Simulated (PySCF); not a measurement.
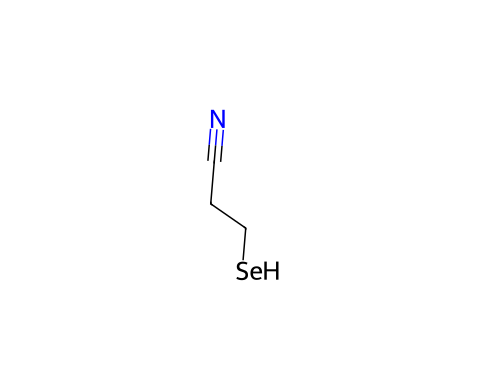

The picture comes from a calculation with PySCF.

A structural formula.

Write the SMILES.

Answer. N#CCC[SeH]

Give the formula, hydrogens included.

Answer. C3H5NSe.

An optimisation with PBE0-D3(BJ)/def2-SVP gave a structure of which point group?

Answer. C1. Other conformers may differ.
